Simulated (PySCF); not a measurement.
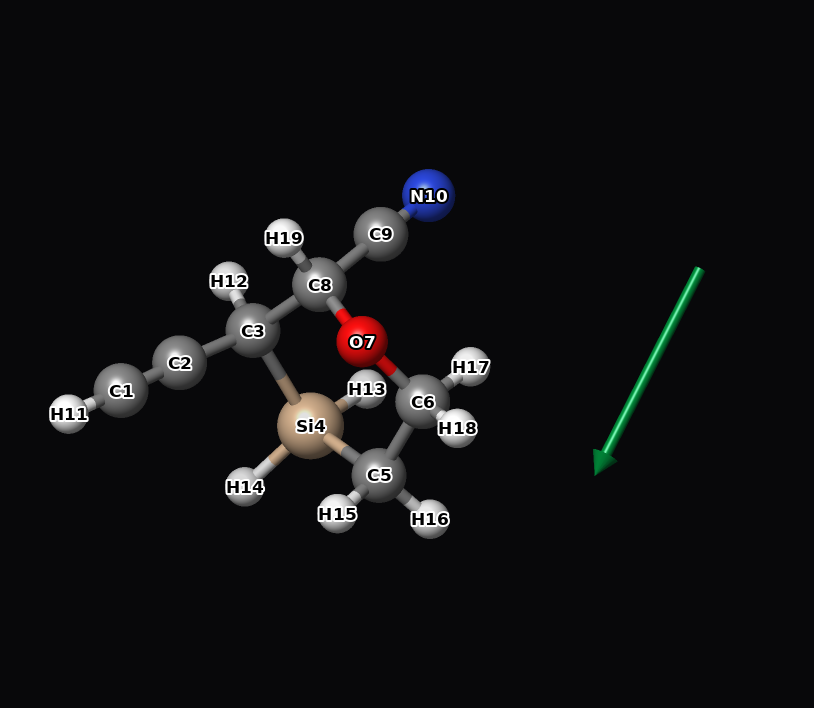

The arrow beside the molecule shows the direction of the dipole moment, from the negative to the positive end (its length means nothing). Computed geometry: GFN2-xTB optimisation. No frequency run is at hand to confirm it as a minimum. Method: PBE0/pcSseg-1, gas phase (PySCF 2.14.0).

Question: Estimate the dipole moment.

Answer: 2.93 D; it points from the side of N10 to the side of H11 (the outermost atoms at the two ends).

The geometry is semi-empirical. Around Si such bond lengths and angles can be off by a tenth of an ångström or more and by several degrees, and values that hang on the shape move with them.
